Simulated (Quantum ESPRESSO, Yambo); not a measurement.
# A GW chain in Yambo: InP (F-43m), part 3 of 3

Wanted: ground state, empty states, screening and self-energy for InP (F-43m).

Quantum ESPRESSO 7.5 and Yambo 5.3.0; PBE and many-body steps on it, plane waves. Known limits of the many-body steps: not at the basis limit; no spin-orbit coupling; coarse k mesh.

So far. Step 3 (Bands along the symmetry lines): The gap is 0.708 eV, as in the run before at this level. Step 4 (Empty states on the mesh, 4×4×4 mesh, 127 bands): On this mesh the gap is 0.708 eV.

The database entry behind the starting cell differs from later determinations by our own check (0.1 to 0.3 % short, probably kX units), so it need not match the best structure at ambient conditions.

### Step 6. Screening and self-energy, 4×4×4 mesh, 127 bands, screening to 197.3 eV

Now the one-shot GW correction: screening in the RPA, then the self-energy of the levels asked for.

This step: G0W0 on PBE, plane waves, norm-conserving pseudopotentials.

The input, gw1.in:

```
HF_and_locXC
gw0
dyson
ppa
em1d
rim_cut
RandQpts= 1000000
RandGvec= 1 RL
EXXRLvcs= 80 Ry
VXCRLvcs= 320 Ry
Chimod= "HARTREE"
% BndsRnXp
 1 | 127 |
%
NGsBlkXp= 14.5 Ry
% LongDrXp
 1 | 1 | 1 |
%
% GbndRnge
 1 | 127 |
%
DysSolver= "n"
ExtendOut
PPAPntXp= 27.21138 eV
% QPkrange
 1 | 8 | 10 | 17 |
%
```

Launch:

```bash
$ OMP_NUM_THREADS=1 mpirun -n 4 yambo -F gw1.in -J gw1 -C gw1 > gw1.log
```

Output:

```text
 Yambo, version 5.3.0

 [02] CORE Variables Setup
 =========================

  [... cell, symmetries and grids as in the set-up ...]

  [02.05] Energies & Occupations
  ==============================

  [X] === General ===
  [X] Electronic Temperature                        :  0.000000  0.000000 [eV K]
  [X] Bosonic    Temperature                        :  0.000000  0.000000 [eV K]
  [X] Finite Temperature mode                       : no
  [X] El. density                                   :  0.51656E+24 [cm-3]
  [X] Fermi Level                                   :  8.315509 [eV]

  [X] === Gaps and Widths ===
  [X] Conduction Band Min                           :  0.707977 [eV]
  [X] Valence Band Max                              :  0.000000 [eV]
  [X] Filled Bands                                  :  13
  [X] Empty Bands                                   :   14  127
  [X] Direct Gap                                    :  0.707977 [eV]
  [X] Direct Gap localized at k                     :  1
  [X] Indirect Gap                                  :  0.707977 [eV]
  [X] Indirect Gap between kpts                     :  1  1
  [X] Last valence band width                       :  2.910393 [eV]
  [X] 1st conduction band width                     :  3.584950 [eV]

 [03] Transferred momenta grid and indexing
 ==========================================

 IBZ Q-points                                      :   8
 BZ  Q-points                                      :   64

 K/Q-points units:
 rlu = crystal or reduced units; cc = cartesian coordinates; iku = interal k-units

 Q [1]          [rlu]:  0.000000  0.000000  0.000000
 Q [2]          [rlu]:  0.54193E-16  0.26437E-16  0.25000
 Q [3]          [rlu]: -0.10839E-15 -0.52875E-16 -0.50000
 Q [4]          [rlu]:  0.87374E-19  0.25000      0.25000
 Q [5]          [rlu]:  0.23853E-16  0.25000      0.50000
 Q [6]          [rlu]:  0.44978E-16  0.25000     -0.25000
 Q [7]          [rlu]: -0.17475E-18 -0.50000     -0.50000
 Q [8]          [rlu]:  0.250000 -0.500000 -0.250000

 [04] Coloumb potential Random Integration (RIM)
 ===============================================

  [04.01] RIM initialization
  ==========================

  * Diagonal components only detected *

  8 x (sBL volume)        :  0.091285 [a.u.]
  sBZ random points       :  1000000
  Points outside the sBZ  :   7999624
  RL volume               :  0.730277 [a.u.]
  Integrated volume       :  0.730312 [a.u.]

  [04.02] RIM integrals
  =====================

  Gamma point sphere radius             :  0.081674 [a.u.]
  Points outside the sphere             :   799635
  [Int_sBZ(q=0) 1/q^2]*(Vol_sBZ)^(-1/3) =:  7.763403
                                 should be <:  7.795600

  Summary of Coulomb integrals for non-metallic bands |Q|[au] RIM/Bare

  Q [1] 0.100000E-4 0.995870 * Q [2] 0.245646 1.064378
  Q [4] 0.283648 1.062979 * Q [6] 0.401138 1.025806
  Q [5] 0.470377 1.018843 * Q [3] 0.491292 1.016674
  Q [7] 0.567295 1.013309 * Q [8] 0.634256 1.010147

 [05] Dipoles
 ============

  [05.01] Setup: observables and procedures
  =========================================

 [06] Dynamic Dielectric Matrix (PPA)
 ====================================

 [WR./gw1//ndb.pp]---------------------------------------------------------------
  Brillouin Zone Q/K grids (IBZ/BZ)                :    8   64    8   64
  RL vectors                                       :   5029 [WF]
  Coulomb cutoff potential                         : none
  Electronic Temperature                           :  0.000000 [K]
  Bosonic    Temperature                           :  0.000000 [K]
  PPA    diel. fun.  energies                      : Perdew, Burke & Ernzerhof(X)+Perdew, Burke & Ernzerhof(C)
  wavefunctions                                    : Perdew, Burke & Ernzerhof(X)+Perdew, Burke & Ernzerhof(C)
  Global Gauge                                     : length
  X matrix size                                    :   331
  X band range                                     :    1  127
  X e/h energy range                               : -1.000000 -1.000000 [eV]
  X Time ordering                                  : R
  X Hxc Kernel                                     : HARTREE
  X Drude frequency                                :  0.000000  0.000000
  X poles                                          :  100.0000 [o/o]
  RL vectors in the sum                            :   5029
  [r,Vnl] included                                 : yes
  Field direction                                  :  0.577350E-5  0.577350E-5  0.577350E-5
  BZ energy Double Grid                            : no
  BZ energy DbGd points                            : 0
  BZ Q point size factor                           : -1.000000
  X Optical Averaged directions                    : none

 [07] Local Exchange-Correlation + Non-Local Fock
 ================================================

 [VXC] Plane waves :   32743
 [EXS] Plane waves :   4279

 QP @ state[ 1 ] K range:   1   8
 QP @ state[ 1 ] b range:  10  17

 [xc] Functional : Perdew, Burke & Ernzerhof(X)+Perdew, Burke & Ernzerhof(C)
 [xc] LIBXC used to calculate xc functional
  PP Number of Atomic Species                      :  2
  NLCC RL compoments                               :   32743
  PP Number of Atomic Species                      :  2
  NLCC RL compoments                               :   32743

 [xc] E_xc :  -18.18792 [Ha]
      E_xc :  -36.37585 [Ry]

  Local XC kind (lXC) : Perdew, Burke & Ernzerhof(X)+Perdew, Burke & Ernzerhof(C)
  Non-Local XC kind (nlXC) : Hartree-Fock

  Corrections @ K [1] :  [eV]
 <10|nlXC|10> = -18.56657  0.23186E-16 <10|lXC|10> = -11.66644 -0.18231E-21
 <11|nlXC|11> = -14.71827  0.62764E-17 <11|lXC|11> = -12.92330 -0.18882E-15
 <12|nlXC|12> = -14.71822  0.48328E-18 <12|lXC|12> = -12.92330  0.48689E-24
 <13|nlXC|13> = -14.71818  0.17790E-16 <13|lXC|13> = -12.92330 -0.18882E-15
 <14|nlXC|14> = -7.794564  0.29169E-17 <14|lXC|14> = -11.72809 -0.47175E-16
 <15|nlXC|15> = -6.368378  0.14945E-17 <15|lXC|15> = -10.79037  0.11367E-19
 <16|nlXC|16> = -6.368226  0.24254E-18 <16|lXC|16> = -10.79037 -0.29576E-17
 <17|nlXC|17> = -6.368514  0.53697E-17 <17|lXC|17> = -10.79037  0.18882E-15

  Corrections @ K [2] :  [eV]
 <10|nlXC|10> = -19.00046 -0.37684E-17 <10|lXC|10> = -12.33512 -0.18879E-15
 <11|nlXC|11> = -14.88684 -0.16861E-16 <11|lXC|11> = -12.06077 -0.45878E-20
[...]
Corrections @ K [3] :  [eV]
[...]
Corrections @ K [4] :  [eV]
[...]
Corrections @ K [5] :  [eV]
[...]
[... 2 further k-points ...]
  Corrections @ K [8] :  [eV]
[...]
<13|nlXC|13> = -13.40465 -0.30453E-17 <13|lXC|13> = -10.68353 -0.11801E-16
 <14|nlXC|14> = -5.843123 -0.11471E-17 <14|lXC|14> = -9.977343 -0.47202E-16
 <15|nlXC|15> = -7.341169 -0.19936E-17 <15|lXC|15> = -12.30330  0.23606E-16
 <16|nlXC|16> = -5.400697 -0.13147E-17 <16|lXC|16> = -10.33080 -0.11781E-15
 <17|nlXC|17> = -5.110552 -0.69564E-21 <17|lXC|17> = -9.665238  0.35405E-16

  [07.01] Hartree-Fock occupations report
  =======================================

  [Hartree-Fock] === General ===
  [Hartree-Fock] Electronic Temperature             :  0.000000  0.000000 [eV K]
  [Hartree-Fock] Bosonic    Temperature             :  0.000000  0.000000 [eV K]
  [Hartree-Fock] Finite Temperature mode            : no
  [Hartree-Fock] El. density                        :  0.51656E+24 [cm-3]
  [Hartree-Fock] Fermi Level                        :  8.315509 [eV]

  [Hartree-Fock] === Gaps and Widths ===
  [Hartree-Fock] Conduction Band Min                :  4.641506 [eV]
  [Hartree-Fock] Valence Band Max                   : -1.794878 [eV]
  [Hartree-Fock] Filled Bands                       :  13
  [Hartree-Fock] Empty Bands                        :   14  127
  [Hartree-Fock] Direct Gap                         :  6.436384 [eV]
  [Hartree-Fock] Direct Gap localized at k          :  1
  [Hartree-Fock] Indirect Gap                       :  6.436384 [eV]
  [Hartree-Fock] Indirect Gap between kpts          :  1  1
  [Hartree-Fock] Last valence band width            :  3.836631 [eV]
  [Hartree-Fock] 1st conduction band width          :  3.785641 [eV]

 [08] Dyson equation: Newton solver
 ==================================

  [08.01] G0W0 (W PPA)
  ====================

  [  GW  ] Bands range     :    1  127
  [GW/PPA] G damping       :  0.100000 [eV]

  QP @ state[ 1 ] K range:   1   8
  QP @ state[ 1 ] b range:  10  17

   Sc/G bands                                       :    1  127
   Sc/G damping                                     :  0.100000 ev
   Sc bands terminator                              : no
   Sx RL components                                 :   4279

   QP @ state[ 1 ] K range                          :   1   8
   QP @ state[ 1 ] b range                          :  10  17
   GF energies kind                                 : Perdew, Burke & Ernzerhof(X)+Perdew, Burke & Ernzerhof(C)
   GF WF`s kind                                     : Perdew, Burke & Ernzerhof(X)+Perdew, Burke & Ernzerhof(C)
   Xs energies kind                                 : Perdew, Burke & Ernzerhof(X)+Perdew, Burke & Ernzerhof(C)
   Xs WF`s kind                                     : Perdew, Burke & Ernzerhof(X)+Perdew, Burke & Ernzerhof(C)

 [11] Game Over & Game summary
```

It took 10 min on 4 MPI ranks of Arm Neoverse V1, shared host; peak memory 1.7 GiB.

Numbers from this step:

- G0W0 gap on the mesh: 1.398 eV
- starting gap on the mesh: 0.7080 eV
- k of the valence top: 0, 0, 0
- k of the conduction bottom: 0, 0, 0
- least direct G0W0 gap on the computed points: 1.398 eV
- Z at the valence top: 0.7808
- Z at the conduction bottom: 0.7944

The gap on the mesh goes from 0.71 eV to 1.40 eV, a correction of +0.69 eV.

Limits: finite bands, cutoff and mesh; no spin-orbit coupling; coarse k mesh. v1 is the top filled band, c1 the lowest empty one. The levels before and after the correction (eV, zero at the valence-band top of each column):

|  | conduction bottom | valence top |
| --- | --- | --- |
| Kohn-Sham | 0.71 | 0.00 |
| G0W0 | 1.40 | 0.00 |

|  | level | energy (eV) |
| --- | --- | --- |
| Kohn-Sham | Γ v4 | -11.518 |
| Kohn-Sham | Γ v3-v1 | 0.000 |
| Kohn-Sham | Γ c1 | 0.708 |
| Kohn-Sham | Γ c2-c4 | 4.089 |
| G0W0 | Γ v4 | -11.325 |
| G0W0 | Γ v3-v1 | 0.000 |
| G0W0 | Γ c1 | 1.398 |
| G0W0 | Γ c2-c4 | 4.877 |

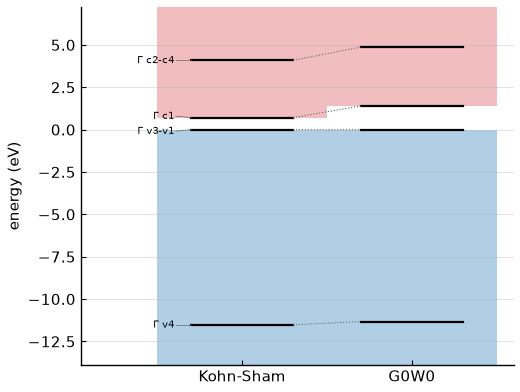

Levels before and after the correction. Shaded: valence and conduction bands.

### Step 7. Where the time went

Times are wall times on the hardware named with each run, good to a factor of about two.

| step | time | share | memory (GiB) |
| --- | --- | --- | --- |
| ground state | 6.1 s | 1 % | 0.28 |
| bands along the symmetry lines | 5.4 s | 1 % | 0.23 |
| empty states on the mesh | 9.2 s | 1 % | 0.38 |
| conversion and set-up | 2.8 s | 0 % | 0.25 |
| screening and self-energy | 10 min | 96 % | 1.7 |

### Step 8. What came out

| Quantity | Value |
| --- | --- |
| PBE gap | 0.71 eV, direct |
| G0W0 gap on the mesh | 1.40 eV |
| GW settings | 4×4×4 mesh, 127 bands, screening to 197.3 eV, Godby-Needs plasmon pole |
| known limits | not at the basis limit; no spin-orbit coupling; coarse k mesh |

In words: G0W0 moves the gap on the mesh from 0.71 eV to 1.40 eV (+0.69 eV), with Z of 0.78 and 0.79 at the edges. The dearest step here is «screening and self-energy». Bands and cutoff are finite, so the gap is not at the basis limit. The miss can reach some tenths of an eV and take either sign; the mesh is an error of its own. The 4×4×4 mesh is coarse for this cell, which bears on the long-range parts of exchange and screening. The many-body steps are scalar-relativistic: spin-orbit coupling is not in them.

[Paths, hosts, dates, memory and timing lines, banners, echoed tables and standing remarks are left out of the program output.]

[Logs are printed without paths, hosts, clocks, repeated set-up lines and the standing remarks that a program may print on its own settings, such as how far it seeks lower states.]

[Runs of the session that timed out or met a known fault of the program may be left out.]

[Hosts, paths, dates, database ids (printed as entryN), source tags and the programs' standing remarks are cut or masked in the printed files.]
